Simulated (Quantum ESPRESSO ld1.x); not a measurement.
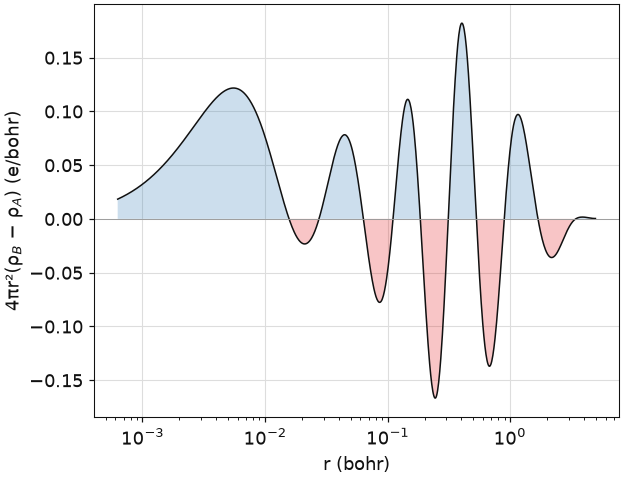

The mercury ion Hg²⁺ in [Xe] 4f14 5d10 was computed by two methods: LDA (Perdew-Zunger); revPBE. Both runs are Dirac and spherical. Computed with Quantum ESPRESSO ld1.x 7.5.

The plot shows the radial density of run B less that of run A; on the logarithmic r axis, areas aren't charges.

A is LDA (Perdew-Zunger) and B is revPBE.

> How do the two densities differ?

B holds 0.080 electrons more than A where the difference is positive (most at r = 0.40 bohr) and as many fewer where it is negative (most at r = 0.24 bohr), out of 78 electrons.
